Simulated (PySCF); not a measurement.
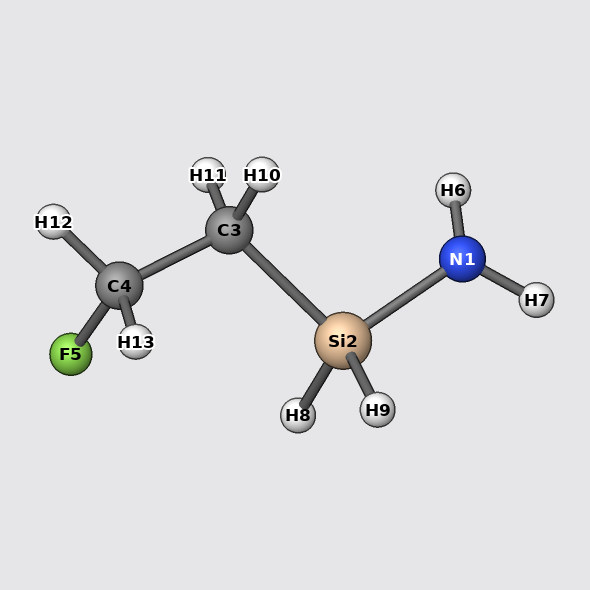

The questions are on isotropic NMR shieldings of the C atoms. Computed geometry: GFN2-xTB optimisation. No frequency run is at hand to confirm it as a minimum. Level of theory: GIAO PBE0/pcSseg-1 NMR shielding, non-relativistic, gas phase (PySCF 2.14.0).

List the isotropic NMR shieldings of the C atoms.

```
atom  σ (ppm)
  C3    166.8
  C4    102.3
```

The geometry is semi-empirical. Around Si such bond lengths and angles can be off by a tenth of an ångström or more and by several degrees, and values that hang on the shape move with them.
